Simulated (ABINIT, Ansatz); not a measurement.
## A GW run on WSe2 (P6_3/mmc) in ABINIT, with inputs changed

A base run on WSe2 (P6_3/mmc), then changed inputs.

Method: PBE and many-body steps on it, plane waves, in ABINIT 10.8.3.

The database entry behind the starting cell differs from later determinations by our own check (a about 0.2 % long), so it need not match the best structure at ambient conditions.

## (1) Starting point

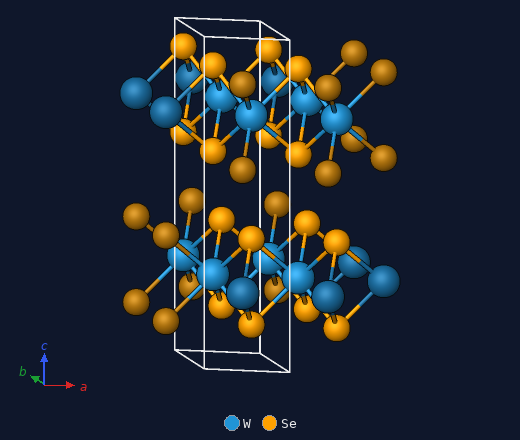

Start, viewed slightly off an axis; tungsten blue, selenium orange. 2×2×1 cells are drawn. Some periodic images of atoms are drawn too.

The cell and positions come from the Crystallography Open Database and are kept as given unless a step says otherwise. Spin-orbit coupling is left out unless a step names it.

## (2) Screening, 6×6×1 mesh, 210 bands, screening to 141.5 eV

This step: ABINIT 10.8.3; RPA screening on PBE, plane waves, norm-conserving pseudopotentials.

The RPA dielectric matrix is built and inverted for each q.

The input, run.abi:

```
acell 3*1.0 Angstrom
rprim 
  3.290000000028 -0.000000000007 0.000000000000
  -1.645000000008 2.849223578479 0.000000000000
  0.000000000000 0.000000000000 12.970000000000
ntypat 2
znucl 74 34
natom 6
typat 1 1 2 2 2 2
xred 
  0.333333333333 0.666666666667 0.250000000000
  0.666666666667 0.333333333333 0.750000000000
  0.333333333333 0.666666666667 0.621000000000
  0.666666666667 0.333333333333 0.121000000000
  0.333333333333 0.666666666667 0.879000000000
  0.666666666667 0.333333333333 0.379000000000
pp_dirpath "pseudos"
pseudos "W.upf, Se.upf"
ecut 58
ngkpt 6 6 1
nshiftk 1
shiftk 0 0 0
kptopt 1
chksymbreak 0
istwfk *1
occopt 1
irdwfk 1
optdriver 3
nband 210
ecuteps 5.2
inclvkb 2
awtr 1
symchi 1
indata_prefix "in"
outdata_prefix "out"
tmpdata_prefix "tmp"
```

Command:

```console
> OMP_NUM_THREADS=1 mpirun -n 16 abinit run.abi > log
```

The program printed:

```text
.Version 10.8.3 of ABINIT. v10.8.2 released Aug 2026.

 Symmetries : space group P6_3/m m c (#194); Bravais hP (primitive hexag.)
[... echo of the input left out ...]
== DATASET  1 ==================================================================
-   mpi_nproc: 16, omp_nthreads: 1 (-1 if OMP is not activated)

--- !DatasetInfo
iteration_state: {dtset: 1, }
dimensions: {natom: 6, nkpt: 7, mband: 210, nsppol: 1, nspinor: 1, nspden: 1, mpw: 17365, }
cutoff_energies: {ecut:  58.0, pawecutdg:  -1.0, }
electrons: {nelect:   1.24000000E+02, charge:   0.00000000E+00, occopt:   1.00000000E+00, tsmear:   1.00000000E-02, }

 SCREENING: Calculation of the susceptibility and dielectric matrices

 Based on a program developped by R.W. Godby, V. Olevano, G. Onida, and L. Reining.
 Incorporated in ABINIT by V. Olevano, G.-M. Rignanese, and M. Torrent.
.Using double precision arithmetic ; gwpc =  8

[... cell and pseudopotentials left out ...]
--------------------------------------------------------------------------------

 ==== K-mesh for the wavefunctions ====
 Number of points in the irreducible wedge :     7
[... list of points left out ...]
 Together with 24 symmetry operations and time-reversal symmetry
 yields    36 points in the full Brillouin Zone.

 ==== Q-mesh for the screening function ====
 Number of points in the irreducible wedge :     7
[... list of points left out ...]
 Together with 24 symmetry operations and time-reversal symmetry
 yields    36 points in the full Brillouin Zone.

 setmesh: FFT mesh size selected  =    24x   24x  120
          total number of points  =        69120

 vcoul_init : cutoff-mode = AUXILIARY_FUNCTION
 q-points for optical limit:   1
     1)      0.000010    0.000020    0.000030

- screening: taking advantage of time-reversal symmetry
- Maximum band index for partially occupied states nbvw = 62
- Remaining bands to be divided among processors   nbcw = 148
- Number of bands treated by each node ~9

 Number of electrons calculated from density =  124.0000; Expected =  124.0000
 average of density, n =  0.151134
 r_s =    1.1646
 omega_plasma =   37.5005 [eV]

 calculating chi0 at frequencies [eV] :
  1    0.000000E+00    0.000000E+00
  2    0.000000E+00    3.750049E+01

--------------------------------------------------------------------------------
  q-point number  1        q = ( 0.000000, 0.000000, 0.000000) [r.l.u.]
--------------------------------------------------------------------------------
[... chi0 elements left out ...]
 For q-point:  0.000010 0.000020 0.000030
  dielectric constant =  14.9570
  dielectric constant without local fields =  16.5945

  Average fulfillment of the sum rule on Im[epsilon] for q-point    1 :     43.76  [%]
[... wings left out ...]
  q-point number  2        q = ( 0.166667, 0.000000, 0.000000) [r.l.u.]
--------------------------------------------------------------------------------
[... chi0 elements left out ...]
  Average fulfillment of the sum rule on Im[epsilon] for q-point    2 :     45.02  [%]

 [... 5 further q-points ...]
```

Wall time 3.3 min (16 MPI ranks of Arm Neoverse V2, shared host); peak memory 15 GiB; 52 min of CPU time.

Numbers from this step:

```
ε∞ with local fields, on this mesh, along the program's q direction : 14.96
the same without local fields                                       : 16.59
plasma frequency                                                    : 37.50 eV
plane waves in the screening matrix                                 : 463
```

Local fields lower ε∞ by 10 %. On a Γ-centred mesh this coarse the value itself is usually too large, while a short band sum pulls it down.

## (3) Base

The self-energy is evaluated for the states that the input lists, and the levels follow from it, in one-shot runs by the linearised quasiparticle equation.

This step: G0W0 on PBE, plane waves, norm-conserving pseudopotentials.

run.abi: that of step 2 with these lines changed.

```diff
@@ -27,8 +27,19 @@
 irdwfk 1
-optdriver 3
+optdriver 4
 nband 210
+gwcalctyp 0
+ecutsigx 58
+symsigma 1
+nkptgw 3
+kptgw 
+  0.0000000000 0.0000000000 0.0000000000
+  0.1666666667 0.1666666667 0.0000000000
+  0.3333333333 0.3333333333 0.0000000000
+bdgw 
+  61 64
+  61 64
+  61 64
 ecuteps 5.2
-inclvkb 2
-awtr 1
-symchi 1
+irdscr 1
+ppmodel 1
 indata_prefix "in"
```

The program printed:

```text
.Version 10.8.3 of ABINIT. v10.8.2 released Aug 2026.

 Symmetries : space group P6_3/m m c (#194); Bravais hP (primitive hexag.)
[... echo of the input left out ...]
== DATASET  1 ==================================================================
-   mpi_nproc: 16, omp_nthreads: 1 (-1 if OMP is not activated)

--- !DatasetInfo
iteration_state: {dtset: 1, }
dimensions: {natom: 6, nkpt: 7, mband: 210, nsppol: 1, nspinor: 1, nspden: 1, mpw: 17365, }
cutoff_energies: {ecut:  58.0, pawecutdg:  -1.0, }
electrons: {nelect:   1.24000000E+02, charge:   0.00000000E+00, occopt:   1.00000000E+00, tsmear:   1.00000000E-02, }

 SIGMA: Calculation of the GW corrections

 Based on a program developped by R.W. Godby, V. Olevano, G. Onida, and L. Reining.
 Incorporated in ABINIT by V. Olevano, G.-M. Rignanese, and M. Torrent.
.Using double precision arithmetic ; gwpc =  8

[... cell and pseudopotentials left out ...]
--------------------------------------------------------------------------------

 ==== K-mesh for the wavefunctions ====
 Number of points in the irreducible wedge :     7
[... list of points left out ...]
 Together with 24 symmetry operations and time-reversal symmetry
 yields    36 points in the full Brillouin Zone.

 ==== Q-mesh for screening function ====
 Number of points in the irreducible wedge :     7
[... list of points left out ...]
 Together with 24 symmetry operations and time-reversal symmetry
 yields    36 points in the full Brillouin Zone.

 vcoul_init : cutoff-mode = AUXILIARY_FUNCTION
 q-points for optical limit:   1
     1)      0.000010    0.000020    0.000030
 setmesh: FFT mesh size selected  =    40x   40x  180
          total number of points  =       288000

 Number of electrons calculated from density =  124.0000; Expected =  124.0000
 average of density, n =  0.151134
 r_s =    1.1646
 omega_plasma =   37.5005 [eV]

 === KS Band Gaps ===
  >>>> For spin  1
   Minimum direct gap =   1.5238 [eV], located at k-point      :   0.3333  0.3333  0.0000
   Fundamental gap    =   0.9782 [eV], Top of valence bands at :   0.0000  0.0000  0.0000
                                       Bottom of conduction at :   0.1667  0.1667  0.0000
 SIGMA fundamental parameters:
 PLASMON POLE MODEL  1
 number of plane-waves for SigmaX                17365
 number of plane-waves for SigmaC and W            463
 number of plane-waves for wavefunctions         17365
 number of bands                                   210
 number of independent spin polarizations            1
 number of spinorial components                      1
 number of k-points in IBZ                           7
 number of q-points in IBZ                           7
 number of symmetry operations                      24
 number of k-points in BZ                           36
 number of q-points in BZ                           36
 number of frequencies for dSigma/dE                 9
 frequency step for dSigma/dE [eV]                0.25
 number of omega for Sigma on real axis              0
 max omega for Sigma on real axis  [eV]           0.00
 zcut for avoiding poles [eV]                     0.10

 EPSILON^-1 parameters (SCR file):
 dimension of the eps^-1 matrix on file            463
 dimension of the eps^-1 matrix used               463
 number of plane-waves for wavefunctions         17365
 number of bands                                   210
 number of q-points in IBZ                           7
 number of frequencies                               2
 number of real frequencies                          1
 number of imag frequencies                          1

 matrix elements of self-energy operator (all in [eV])

 Perturbative Calculation

--- !SelfEnergy_ee
iteration_state: {dtset: 1, }
kpoint     : [   0.000,    0.000,    0.000, ]
spin       : 1
KS_gap     :    2.641
QP_gap     :    3.063
Delta_QP_KS:    0.422
data: !SigmaeeData |
     Band     E0 <VxcDFT>   SigX SigC(E0)      Z dSigC/dE  Sig(E)    E-E0       E
       61   8.758 -14.840 -17.168   2.031   0.805  -0.243 -15.079  -0.239   8.519
       62   9.827 -16.072 -16.480   0.735   0.797  -0.255 -15.811   0.261  10.088
       63  12.468 -15.988 -11.529  -3.608   0.802  -0.246 -15.305   0.683  13.151
       64  12.468 -15.988 -11.529  -3.608   0.802  -0.246 -15.305   0.683  13.151

--- !SelfEnergy_ee
iteration_state: {dtset: 1, }
kpoint     : [   0.167,    0.167,    0.000, ]
spin       : 1
KS_gap     :    2.075
QP_gap     :    2.403
Delta_QP_KS:    0.328
data: !SigmaeeData |
     Band     E0 <VxcDFT>   SigX SigC(E0)      Z dSigC/dE  Sig(E)    E-E0       E
       61   8.691 -15.483 -16.597   1.341   0.794  -0.260 -15.303   0.180   8.871
       62   8.730 -15.625 -16.786   1.370   0.795  -0.258 -15.458   0.166   8.897
[...]
--- !SelfEnergy_ee
iteration_state: {dtset: 1, }
kpoint     : [   0.333,    0.333,    0.000, ]
spin       : 1
KS_gap     :    1.524
QP_gap     :    2.033
Delta_QP_KS:    0.509
data: !SigmaeeData |
     Band     E0 <VxcDFT>   SigX SigC(E0)      Z dSigC/dE  Sig(E)    E-E0       E
[...]
62   9.634 -15.560 -15.904   0.641   0.797  -0.255 -15.323   0.237   9.870
       63  11.158 -16.264 -11.891  -3.434   0.795  -0.258 -15.518   0.746  11.904
       64  11.158 -16.264 -11.891  -3.434   0.795  -0.258 -15.518   0.746  11.904

== END DATASET(S) ==============================================================
================================================================================

 -outvars: echo values of variables after computation  --------
           etotal      0.0000000000E+00
            nband         210
             nkpt           7
          spgroup         194
 [... the other variables as echoed above ...]

 Calculation completed.
```

It took 29 s on 16 MPI ranks; peak memory 8.2 GiB.

Numbers from this step:

- G0W0 gap on the points computed: 1.211 eV
- starting gap on the mesh: 0.9782 eV
- k of the valence top: 0, 0, 0
- k of the conduction bottom: 0.1667, 0.1667, 0
- Z at the valence top: 0.797
- Z at the conduction bottom: 0.805
- least direct G0W0 gap on the computed points: 2.034 eV

The gap on the mesh goes from 0.98 eV to 1.21 eV, a correction of +0.23 eV.

(Part 1 of 2 ends here.)

[Paths, hosts, dates, memory and timing lines, banners, echoed tables and standing remarks are left out of the program output.]

[Logs are printed without paths, hosts, clocks, repeated set-up lines and the standing remarks that a program may print on its own settings, such as how far it seeks lower states.]

[Runs of the session that timed out or met a known fault of the program may be left out.]

[Hosts, paths, dates, database ids (printed as entryN), source tags and the programs' standing remarks are cut or masked in the printed files.]

[G0W0 gaps are taken among the corrected bands and points alone; a level outside them can change the order at an edge.]

[Where Ansatz stands beside ABINIT at settings called matched, ABINIT's density can come from a denser mesh and the files from another edition; pairs whose starting gaps differed by over 0.03 eV were left out, so agreement reads better than it is.]
